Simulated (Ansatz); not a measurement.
# Run report: Al16P, geometry relaxation (part 2 of 2)

Al16P (slab, 17 atoms in the cell); DFT LDA, scalar-relativistic, plane waves, PAW, no spin polarisation (Ansatz 0.2.0); cutoff 420 eV, 2×3×1 k-mesh, Fermi–Dirac smearing of 0.05 eV. The input holds or restrains some coordinates. It belongs to a series of runs on one base structure; here: end point A relaxed.

Geometry of the input (Å; fractional positions):
```
8.1000  0.0000  0.0000
0.0000  5.7276  0.0000
0.0000  0.0000  15.2957
Al 0.2500  0.2500  0.0654
Al 0.7500  0.2500  0.0654
Al 0.2500  0.7500  0.0654
Al 0.7500  0.7500  0.0654
Al 0.0000  0.0000  0.1590
Al 0.5000  0.0000  0.1590
Al 0.0000  0.5000  0.1590
Al 0.5000  0.5000  0.1590
Al 0.2500  0.2500  0.2526
Al 0.7500  0.2500  0.2526
Al 0.2500  0.7500  0.2526
Al 0.7500  0.7500  0.2526
Al 0.0000  0.0000  0.3462
Al 0.5000  0.0000  0.3462
Al 0.0000  0.5000  0.3462
Al 0.5000  0.5000  0.3462
P  0.7479  0.7306  0.4044
```

```
NSCF: frozen V_eff on 4 k-points
the band table was solved once a step of the walk had ended and its energy, with any forces and stress, was formed, with the checks that follow a solve (1406 applications of the Hamiltonian). They found nothing against the state; the energy, forces and stress were not computed again (output.eigenvalues in the input reference)
WARN: The output density's exchange-correlation potential varies sharply where the density is thin. Do not read a vacuum level from v_tot or v_xc, or from such a field of the output density. On a cell that repeats whose density bears no net charge and no dipole along the vacuum's axis use v_es (v_loc + v_h of the components); under efield.dipole_correction with no amplitude use v_es + v_field, which holds any external_charges[].barrier, or the levels of the report's work_function block, which leave it out; under a non-zero efield.amplitude the vacuum is tilted and has no level; on a cell that repeats and bears such a dipole with no correction it is tilted too, and efield.dipole_correction with no amplitude gives each side of its ramp a level where efield: is served; in a cell that repeats whose density bears a net charge (total_charge, or a fill off its count) it is curved and has none; of a slab under crystal.periodic whose density bears no net charge use v_es, which has a level on each side, short of where the two are joined; of another it falls or rises all the way out and has none; of a slab beside external_charges read slab_vacuum_level instead, which it has where they leave it neutral. The grid or the basis barely resolves most such structure, and the values can differ between equally converged runs; as a rule a tighter scf.convergence.dr2_threshold does not remove it. Where the density itself ripples (under the LDA too) a higher basis.ecutwfc lessens it. The files hold the spikes' plane waves up to the density's cutoff. Files: v_tot_of_output_density and the like, and their columns of v_z.tsv (output.write_potential); v_xc_of_output_density and the like, and their columns of v_comp_z.tsv (output.write_potential_components). Measured: with its Gaussian average of σ = 0.25 Å subtracted twice, the exchange-correlation potential is over 0.1 eV at 156 of the grid points where the equally averaged density (valence and model cores) is under 1e-3 e/Å³, and 0.401 eV at the most among them, at an averaged density of 6.4e-5 e/Å³. The input density's (outcome.potential() and, of a run that writes arrays, v_tot and v_xc) is over 0.1 eV, so measured, at 155 points of its own thin density, 0.401 eV at the most. See output.write_potential in the manual, Limitations
SCF converged after 3 iterations
Free energy (F): -8926.421381 eV
Harris-Foulkes:  -8926.421381 eV  (|F-HF|=6.59e-8)
Internal energy: -8926.372594 eV  (E = F + TS)
E sigma→0 (E₀):  -8926.396988 eV
Entropy (-TS):   -0.048787 eV (-2.870 meV/atom)
Fermi energy:    0.368828 eV
--- Per-component energies (eV) ---
  E_band       = -197.013940
  E_kinetic    = 420.283907
  E_local      = -5114.463563  (includes V_loc(G=0)·N_el)
  E_nonlocal   = 214.144546
  E_hartree    = 2434.743436
  E_xc         = -678.831744
  E_vxc        = -514.271090  (∫ρ·V_xc dr)
  E_paw        = -7632.143226  (= ΣΔE_a)
  E_vpaw       = -72.197344  (= ΣTr[D̂ρ^β])
  E_aug_tail   = -0.000057  (compensation charges beyond the density's cutoff)
  E_ewald      = 1428.885293
  E_core_change = 1.008816  (= ΣΔE_core)
  E_smearing   = -0.048787  (= −TS)
  E_closure    = 0.000000  (closes the sum)
  Σ components = -8926.421381   (vs F -8926.421381, Δ=0.00e0)
--- Forces (eV/Å), atoms counted from 1 ---
  atom   1  Al     0.00043232     0.00183668     0.24324356
  atom   2  Al    -0.00077619    -0.00069407    -0.26006810
  atom   3  Al     0.00105806    -0.00297959     0.43916854
  atom   4  Al    -0.00005132    -0.00177979    -0.42594686
  atom   5  Al     0.00129228     0.00175301     0.00257244
  atom   6  Al    -0.00096072     0.00146003     0.00373942
  atom   7  Al    -0.00143067    -0.00342471    -0.00166810
  atom   8  Al     0.00122933    -0.00271306    -0.00079570
  atom   9  Al     0.00119270     0.00275315     0.00262132
  atom  10  Al    -0.00033836    -0.00405928     0.00778956
  atom  11  Al    -0.00042498    -0.00419731     0.00232739
  atom  12  Al     0.00057662     0.00097039     0.00079096
  atom  13  Al    -0.00584796     0.00242629    -0.00571175
  atom  14  Al     0.00319302     0.00110024    -0.00587315
  atom  15  Al    -0.01131409    -0.00022001    -0.00648748
  atom  16  Al     0.00908871     0.00188303    -0.00635167
  atom  17  P      0.00307804     0.00588732     0.01064778
  max |Σ_I F_I| component: 3.19e-6 eV/Å
--- Band table (eV) ---
  k-point 0: bands = ["-11.0573", "-9.4119", "-7.7406", "-7.6150", "-6.7559", "-5.6476", "-5.5158", "-5.4448", "-4.8824", "-3.8218", "-3.7131", "-3.5914", "-3.2665", "-3.2482", "-3.2172", "-2.8876", "-2.6836", "-1.8793", "-1.8781", "-1.8032", "-1.3677", "-1.0646", "-0.5654", "-0.4278", "-0.3920", "-0.1292", "0.2143", "0.5273", "1.2778", "1.3789", "1.8009", "1.9968", "2.1575", "2.2313", "2.2417", "2.3059", "2.3369", "2.9894", "3.3411", "3.6217", "3.6315", "3.7047", "3.7723", "4.5006"]
  k-point 1: bands = ["-10.9131", "-9.0894", "-7.8092", "-7.2576", "-7.1367", "-6.4863", "-5.8481", "-5.7004", "-5.2709", "-5.0165", "-4.4911", "-3.6423", "-3.6075", "-2.9279", "-2.4602", "-2.1044", "-1.9902", "-1.6317", "-1.3517", "-0.9293", "-0.5507", "-0.3823", "-0.0651", "-0.0005", "0.0716", "0.1613", "0.3198", "0.7977", "0.9444", "1.2462", "1.6922", "1.8972", "2.0702", "2.2425", "2.3622", "2.4007", "2.4841", "2.7064", "3.3521", "3.4774", "3.5444", "3.9479", "4.0010", "4.0786"]
  k-point 2: bands = ["-11.0140", "-9.1581", "-8.9376", "-6.8569", "-6.2189", "-5.3667", "-5.0627", "-5.0204", "-4.7848", "-4.7644", "-4.7405", "-4.1537", "-3.3946", "-3.3583", "-2.7345", "-2.5898", "-2.4000", "-2.2292", "-2.0941", "-1.2193", "-1.1842", "-0.8281", "-0.6299", "-0.6158", "-0.3361", "-0.2000", "0.3077", "0.6755", "0.6909", "1.0089", "1.4361", "1.6406", "2.0361", "2.0495", "2.2160", "2.5997", "3.0444", "3.2289", "3.3970", "3.5954", "3.6098", "3.6934", "3.8939", "4.1180"]
  k-point 3: bands = ["-10.8896", "-8.6659", "-8.6324", "-7.4159", "-7.1905", "-6.3743", "-5.9684", "-5.0053", "-4.8123", "-4.4888", "-4.3450", "-3.7219", "-3.1822", "-2.9967", "-2.7197", "-2.5647", "-2.1765", "-1.7839", "-1.7035", "-1.5623", "-1.4241", "-1.1044", "-0.5917", "-0.3367", "-0.1787", "0.2561", "0.9164", "0.9371", "1.2261", "1.5539", "1.9188", "2.0562", "2.5762", "2.6106", "2.7523", "2.7882", "2.9432", "3.2623", "3.4474", "3.9512", "4.0882", "4.1988", "4.2860", "4.3506"]
--- Relaxed structure (6 steps of the walk, 6 accepted, 0 SCFs on fresh bases) ---
  F+E_penalty+E_count = -8926.42138113 eV   max|allowed force component| = 1.131e-2 eV/Å
  atoms:
    - { symbol: Al, position: [0.25, 0.24999999999999997, 0.06537799999999999] }
    - { symbol: Al, position: [0.75, 0.24999999999999997, 0.06537799999999999] }
    - { symbol: Al, position: [0.25, 0.75, 0.06537799999999999] }
    - { symbol: Al, position: [0.75, 0.75, 0.06537799999999999] }
    - { symbol: Al, position: [0.0006468533842286837, 0.0028997085510070863, 0.14909702892977988] }
    - { symbol: Al, position: [0.4993494207763392, 0.002920541594656716, 0.14899245974070505] }
    - { symbol: Al, position: [0.0008838484986945378, 0.49676344125010663, 0.14923242069724402] }
    - { symbol: Al, position: [0.49912839285053945, 0.4967022977958368, 0.14912762007438926] }
    - { symbol: Al, position: [0.2499111444300551, 0.24920120307615864, 0.24684385445242366] }
    - { symbol: Al, position: [0.7500976543795498, 0.24967813440786457, 0.23353268504853847] }
    - { symbol: Al, position: [0.2500336943971851, 0.7497976786646405, 0.2517710138176177] }
    - { symbol: Al, position: [0.7498847388312035, 0.7494066224001392, 0.23040206370668675] }
    - { symbol: Al, position: [-0.014279884700910768, 0.012607054388187277, 0.3267056516289876] }
    - { symbol: Al, position: [0.5142794305902173, 0.012919586114097019, 0.3266025023317793] }
    - { symbol: Al, position: [-0.013776980388377068, 0.4860774201831603, 0.32674556189745657] }
    - { symbol: Al, position: [0.5137549735202146, 0.48566939849581575, 0.32663815880034086] }
    - { symbol: P, position: [0.7490598696547752, 0.7485315019920413, 0.38392449860642675] }
```

**Trajectory as extended XYZ (Å, eV, eV/Å), 6 frames, from step=1 to step=6**
```
17
Lattice="8.1000 0.0000 0.0000 0.0000 5.7276 0.0000 0.0000 0.0000 15.2957" Properties=species:S:1:pos:R:3:forces:R:3 step=1 energy=-8925.77857
Al    2.0250    1.4319    1.0000    0.0055   0.0518   0.6002
Al    6.0750    1.4319    1.0000    0.0008  -0.0915   0.6239
Al    2.0250    4.2957    1.0000    0.0063  -0.0254   0.5331
Al    6.0750    4.2957    1.0000   -0.0068   0.0862   0.5713
Al    0.0000    0.0000    2.4319   -0.2695   0.1666   0.1052
Al    4.0500    0.0000    2.4319    0.2682   0.1574   0.0994
Al    0.0000    2.8638    2.4319   -0.2374  -0.1765   0.1551
Al    4.0500    2.8638    2.4319    0.2364  -0.1688   0.1493
Al    2.0250    1.4319    3.8638   -0.0023  -0.0291   0.0373
Al    6.0750    1.4319    3.8638    0.0024  -0.0951  -0.5329
Al    2.0250    4.2957    3.8638    0.0073   0.0106   0.3611
Al    6.0750    4.2957    3.8638    0.0008   0.0485  -1.2002
Al    0.0000    0.0000    5.2957   -0.1176   0.3185  -0.3463
Al    4.0500    0.0000    5.2957    0.1251   0.3299  -0.3417
Al    0.0000    2.8638    5.2957   -0.1002  -0.3394  -0.3591
Al    4.0500    2.8638    5.2957    0.0840  -0.3676  -0.3682
P     6.0583    4.1843    6.1857   -0.0029   0.1238  -0.0866
17
Lattice="8.1000 0.0000 0.0000 0.0000 5.7276 0.0000 0.0000 0.0000 15.2957" Properties=species:S:1:pos:R:3:forces:R:3 step=2 energy=-8926.23792
Al    2.0250    1.4319    1.0000    0.0046   0.0513   0.5494
Al    6.0750    1.4319    1.0000   -0.0046  -0.0500   0.2889
Al    2.0250    4.2957    1.0000    0.0045  -0.0322   0.6137
Al    6.0750    4.2957    1.0000   -0.0043   0.0422   0.2008
Al   -0.0271    0.0194    2.4136    0.0755  -0.0043  -0.1229
Al    4.0769    0.0184    2.4124   -0.0740  -0.0032  -0.1259
Al   -0.0232    2.8400    2.4239    0.0664  -0.0083  -0.1250
Al    4.0730    2.8407    2.4224   -0.0643  -0.0096  -0.1306
Al    2.0243    1.4254    3.8417   -0.0024  -0.0106   0.0027
Al    6.0753    1.4165    3.7205   -0.0010   0.0181  -0.1651
Al    2.0262    4.2967    3.9091   -0.0040   0.0034   0.1131
Al    6.0744    4.2999    3.6692   -0.0045  -0.0199  -0.2689
Al   -0.0433    0.0521    5.1733   -0.1327   0.0834  -0.1679
Al    4.0935    0.0542    5.1733    0.1409   0.0834  -0.1667
Al   -0.0422    2.8127    5.1698   -0.1224  -0.1275  -0.1701
Al    4.0900    2.8094    5.1679    0.1197  -0.1401  -0.1731
P     6.0578    4.2055    6.0192    0.0025   0.1242  -0.1533
17
Lattice="8.1000 0.0000 0.0000 0.0000 5.7276 0.0000 0.0000 0.0000 15.2957" Properties=species:S:1:pos:R:3:forces:R:3 step=3 energy=-8926.40884
Al    2.0250    1.4319    1.0000    0.0030   0.0331   0.2446
Al    6.0750    1.4319    1.0000   -0.0022  -0.0219  -0.3473
Al    2.0250    4.2957    1.0000    0.0020  -0.0287   0.4871
Al    6.0750    4.2957    1.0000    0.0002   0.0099  -0.5288
Al    0.0039    0.0154    2.2890    0.0530  -0.0217  -0.0681
Al    4.0462    0.0147    2.2866   -0.0551  -0.0181  -0.0653
Al    0.0065    2.8394    2.2966    0.0454   0.0234  -0.0733
Al    4.0439    2.8396    2.2933   -0.0473   0.0202  -0.0707
Al    2.0241    1.4206    3.7799    0.0033   0.0139  -0.0185
Al    6.0758    1.4201    3.5528    0.0018   0.0159   0.1806
Al    2.0254    4.2927    3.8971    0.0004  -0.0088  -0.1264
Al    6.0736    4.3004    3.5052    0.0007  -0.0291   0.2164
Al   -0.1074    0.0783    4.9926   -0.0881  -0.0542   0.0488
Al    4.1594    0.0803    4.9919    0.0808  -0.0586   0.0449
Al   -0.1096    2.7788    4.9918   -0.0592   0.0184   0.0372
Al    4.1585    2.7734    4.9891    0.0532   0.0209   0.0347
P     6.0600    4.2417    5.8540    0.0082   0.0853   0.0043
17
Lattice="8.1000 0.0000 0.0000 0.0000 5.7276 0.0000 0.0000 0.0000 15.2957" Properties=species:S:1:pos:R:3:forces:R:3 step=4 energy=-8926.41719
Al    2.0250    1.4319    1.0000   -0.0007  -0.0103   0.2836
Al    6.0750    1.4319    1.0000   -0.0027   0.0042  -0.2299
Al    2.0250    4.2957    1.0000    0.0004  -0.0036   0.4316
Al    6.0750    4.2957    1.0000   -0.0010  -0.0104  -0.3687
Al    0.0064    0.0060    2.2844   -0.0125   0.0519   0.0161
Al    4.0428    0.0060    2.2826    0.0170   0.0519   0.0170
Al    0.0123    2.8485    2.2899   -0.0170  -0.0438  -0.0196
Al    4.0372    2.8478    2.2881    0.0202  -0.0426  -0.0197
Al    2.0245    1.4229    3.7869   -0.0036  -0.0056   0.0007
Al    6.0758    1.4324    3.5737   -0.0011  -0.0329  -0.0619
Al    2.0259    4.2906    3.8423   -0.0043   0.0139   0.0584
Al    6.0732    4.2785    3.5352    0.0010   0.0442  -0.1079
Al   -0.1366    0.0719    5.0013    0.0753   0.0306  -0.0208
Al    4.1858    0.0743    4.9999   -0.0764   0.0288  -0.0225
Al   -0.1237    2.7886    4.9989    0.0581  -0.0389   0.0082
Al    4.1727    2.7848    4.9972   -0.0577  -0.0341   0.0086
P     6.0648    4.2900    5.8867    0.0050  -0.0031   0.0267
17
Lattice="8.1000 0.0000 0.0000 0.0000 5.7276 0.0000 0.0000 0.0000 15.2957" Properties=species:S:1:pos:R:3:forces:R:3 step=5 energy=-8926.42138
Al    2.0250    1.4319    1.0000    0.0004   0.0018   0.2433
Al    6.0750    1.4319    1.0000   -0.0008  -0.0007  -0.2601
Al    2.0250    4.2957    1.0000    0.0011  -0.0030   0.4392
Al    6.0750    4.2957    1.0000   -0.0001  -0.0018  -0.4260
Al    0.0052    0.0166    2.2805    0.0013   0.0018   0.0026
Al    4.0447    0.0167    2.2789   -0.0010   0.0015   0.0037
Al    0.0072    2.8452    2.2826   -0.0014  -0.0035  -0.0017
Al    4.0429    2.8449    2.2810    0.0012  -0.0028  -0.0008
Al    2.0243    1.4273    3.7756    0.0012   0.0027   0.0025
Al    6.0758    1.4300    3.5720   -0.0003  -0.0041   0.0078
Al    2.0253    4.2945    3.8510   -0.0004  -0.0042   0.0023
Al    6.0741    4.2923    3.5242    0.0006   0.0010   0.0008
Al   -0.1157    0.0722    4.9972   -0.0059   0.0024  -0.0057
Al    4.1657    0.0740    4.9956    0.0032   0.0011  -0.0059
Al   -0.1116    2.7840    4.9978   -0.0113  -0.0002  -0.0065
Al    4.1614    2.7817    4.9962    0.0091   0.0019  -0.0063
P     6.0674    4.2873    5.8724    0.0031   0.0059   0.0107
17
Lattice="8.1000 0.0000 0.0000 0.0000 5.7276 0.0000 0.0000 0.0000 15.2957" Properties=species:S:1:pos:R:3:forces:R:3 step=6 energy=-8926.42138
Al    2.0250    1.4319    1.0000    0.0004   0.0018   0.2432
Al    6.0750    1.4319    1.0000   -0.0008  -0.0007  -0.2601
Al    2.0250    4.2957    1.0000    0.0011  -0.0030   0.4392
Al    6.0750    4.2957    1.0000   -0.0001  -0.0018  -0.4259
Al    0.0052    0.0166    2.2805    0.0013   0.0018   0.0026
Al    4.0447    0.0167    2.2789   -0.0010   0.0015   0.0037
Al    0.0072    2.8452    2.2826   -0.0014  -0.0034  -0.0017
Al    4.0429    2.8449    2.2810    0.0012  -0.0027  -0.0008
Al    2.0243    1.4273    3.7756    0.0012   0.0028   0.0026
Al    6.0758    1.4300    3.5720   -0.0003  -0.0041   0.0078
Al    2.0253    4.2945    3.8510   -0.0004  -0.0042   0.0023
Al    6.0741    4.2923    3.5242    0.0006   0.0010   0.0008
Al   -0.1157    0.0722    4.9972   -0.0058   0.0024  -0.0057
Al    4.1657    0.0740    4.9956    0.0032   0.0011  -0.0059
Al   -0.1116    2.7840    4.9978   -0.0113  -0.0002  -0.0065
Al    4.1614    2.7817    4.9962    0.0091   0.0019  -0.0064
P     6.0674    4.2873    5.8724    0.0031   0.0059   0.0106
```

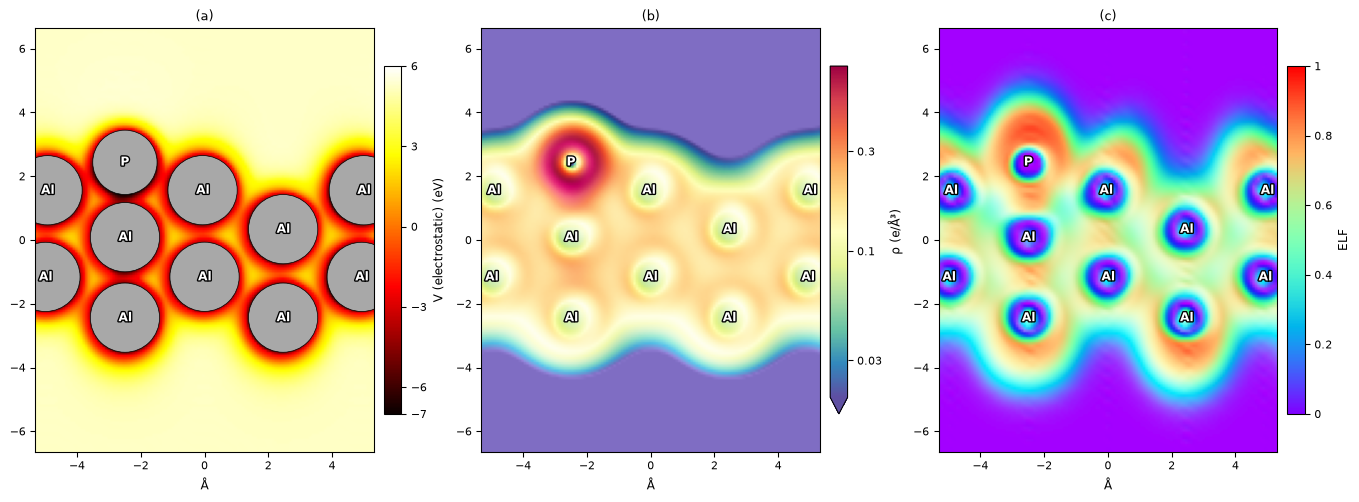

(a) electrostatic potential (local pseudopotential plus Hartree) felt by an electron; (b) valence electron density; (c) electron localisation function on the (110) plane of the calculation cell, a cut from vacuum to vacuum. Grey discs, where drawn, cover atomic cores. Al–P (2.35 Å): the density is about 0.49 e/Å³ at the midpoint; the ELF peaks at about 0.85 between the atoms, which marks localised, shared-pair bonding. Al–Al (2.52 Å): the density is about 0.3 e/Å³ at the midpoint; the ELF peaks at about 0.80 between the atoms, which marks a shared electron pair. Al–P (2.58 Å): ρ at the midpoint is about 0.33 e/Å³; the ELF is about 0.75 at the midpoint. The density dies away to nearly zero in the vacuum. Core electrons are frozen (PAW), so the fields are smoothed inside the atomic spheres.
